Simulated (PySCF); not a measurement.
## A study: H₂, SMILES `[H][H]`

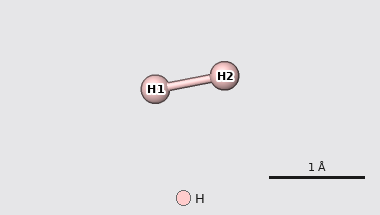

The molecule, with its atoms numbered as below. No frequency check shows the geometry to be a minimum.

Geometry (Å), atoms numbered from 1:

```
H1       0.3883    0.0000    0.0000
H2      -0.3883    0.0000    0.0000
```

Part 1: Bonding charge

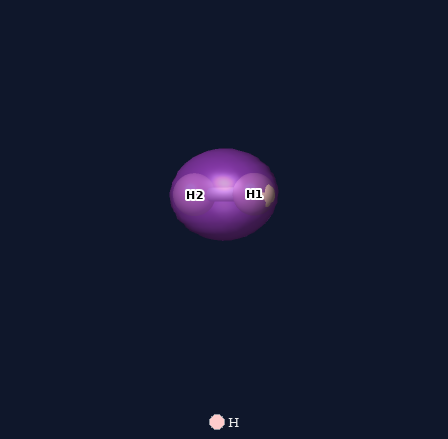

Deformation density (molecule less spherical, spin-averaged free atoms at the same positions), surfaces at ±0.2 e/Å³; purple: gain, green: loss.

Level of theory: ωB97X/cc-pVTZ (PySCF), at a geometry from GFN2-xTB.

Q: How much density has each bond gained at its critical point, relative to the free atoms?

A: H1–H2: +0.85 e/Å³ at the bond critical point (bond length 0.78 Å, Mayer order 1.0). In all, 0.4 electrons gather in the regions of gain relative to the promolecule.

Q: Where do the Hirshfeld charges lie?

A: The highest Hirshfeld charge is on H1 and H2 (0.00 e), the lowest on H1 and H2 (0.00 e).

Part 2: Bond critical points

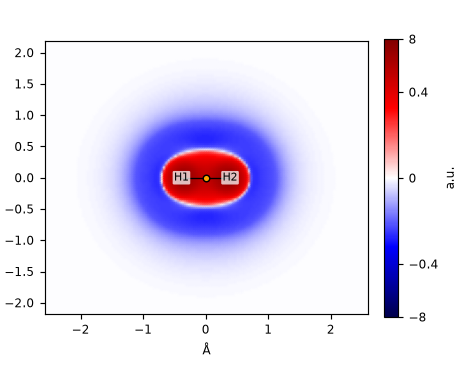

Negative Laplacian of the density (−∇²ρ) in a plane that holds the bond (red positive, blue negative, colour scale in a.u., logarithmic beyond ±0.04), with bond paths and bond critical points (dots).

Q: At which bond critical points in this plane is charge locally concentrated, and at which depleted?

A: Concentrated (∇²ρ < 0): H1–H2 (−1.06 a.u.). At none is it depleted.

Part 3: Electrostatic potential

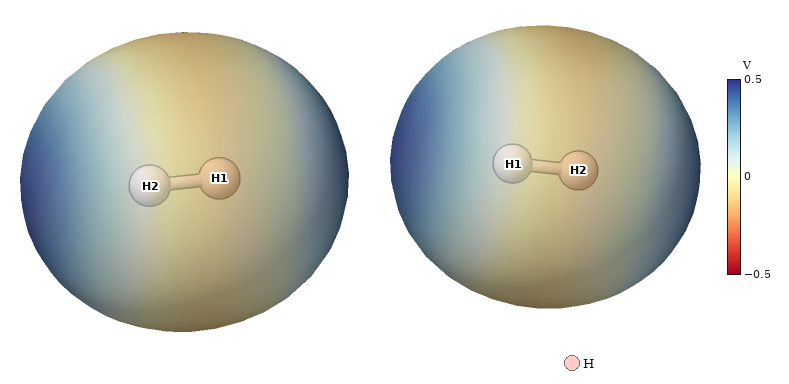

Electrostatic potential on the surface of electron density 0.001 a.u. (back view left, front view right).

Q: Where are the extremes of the potential on the surface?

A: Highest: 0.47 V, 1.4 Å from H2, and at like points elsewhere. Lowest: −0.12 V, off the H1–H2 bond (1.6 Å from its atoms), and at like points elsewhere. The surface is sampled at points, so like sites can differ by a few per cent and only the strongest of them is named.

Q: What volume does the surface enclose, and what is the dipole moment?

A: About 18 Å³; the dipole moment is 0.0 D.

Part 4: In an electric field

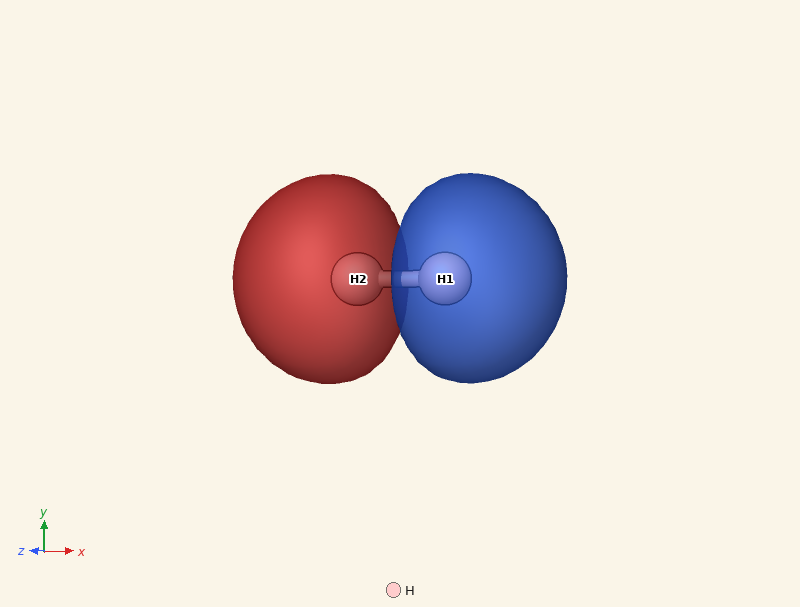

Change of the electron density in a uniform field of 0.41 V/Å, surfaces at ±0.002 e/Å³ (red: gain, blue: loss).

Computed with PySCF, CAM-B3LYP/def2-SVPD, geometry: GFN2-xTB.

Q: Along which Cartesian direction does the field point?

A: Along +x: electrons gather on the −x side, against the field.

Q: What dipole is induced, and what polarisability does it imply?

A: The induced dipole is 0.15 D (along the field); α along this axis, from the fields in both directions, is 7 bohr³ (1.1 Å³).

Q: Which atoms gain and lose the most charge?

A: Electrons gather most on H2 (Hirshfeld charge changes by −0.013 e) and leave H1 most (+0.013 e); 0.019 electrons are displaced in all.
